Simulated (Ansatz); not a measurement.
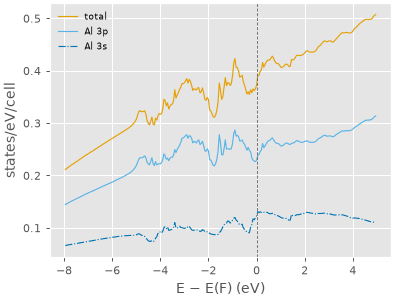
*Total and projected density of states of Al (fcc (Cu type), Fm-3m), LDA in the plane-wave PAW code Ansatz*

Task: Which orbitals carry the states next to the Fermi level?

Result: Within 0.5 eV of the Fermi level: Al 3p 64 %, Al 3s 30 %, outside the projected shells 5 %. Projections are on Löwdin-orthogonalised atomic valence shells; empty p or d shells of many metals are not among them.

Task: Where is the tallest occupied peak in this window, and what makes it?

Result: Near -0.9 eV, about 0.42 states/eV per cell; the largest projected share is Al 3p.

Symmetry was held in the LDA relaxation.

Potentials: the earlier of the program's two PAW sets. The files were generated under PBE; for other functionals the program regenerates the frozen cores, and for LDA and PBEsol the local potential too.
